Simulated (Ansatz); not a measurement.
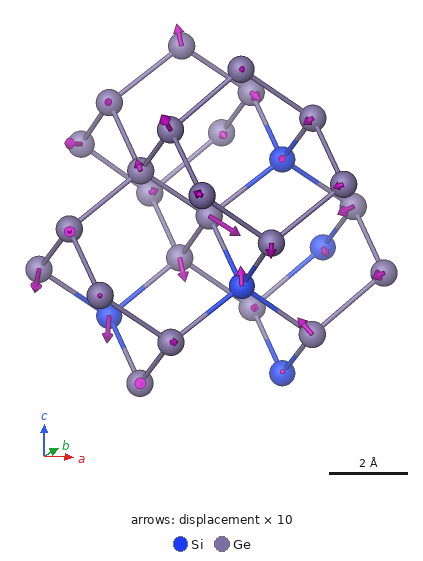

This is a relaxation of crystalline Si12Ge52 (a generated structure, set up in P1). The starting structure is drawn; purple arrows show the displacements, magnified 10 times.

The picture is a ball-and-stick view of the atoms within 5.0 Å of the atom that moves most (axes of the cell of the calculation), seen slightly off an axis.

The calculation used Ansatz, DFT, PBEsol, PAW, plane waves. Settings: plane-wave cutoff 420 eV; k-point mesh 1 × 1 × 1; mesh shifted by (0.25, 0.25, 0.25); no spin polarisation; cell relaxed at fixed shape; force threshold 0.03 eV/Å; at most 80 steps.

Q: What happened in the run?

A: Over 3 geometry steps the energy falls by 0.807 eV per cell of the calculation. Largest force component: 1.1 eV/Å at the start, 0.024 eV/Å at the end. The pressure goes from −0.18 to −0.02 GPa. The largest move relative to the cell is that of a Ge atom, 0.10 Å along [3 2 −2]. Largest moves by element: Ge 0.10 Å, Si 0.08 Å. The volume changes by −0.4 %, with a = b = c 11.259 → 11.244 Å (−0.1 %). Some distances before and after: Ge–Ge 2.346 → 2.460 Å, Ge–Si 2.499 → 2.404 Å, Ge–Ge 2.369 → 2.443 Å, Ge–Si 2.468 → 2.404 Å. Bond angles that change, for instance: Ge–Si–Ge 106.3° → 109.8°, Si–Ge–Ge 108.6° → 111.4°, Si–Ge–Si 107.8° → 110.5°. The space group stays P1 (No. 1).
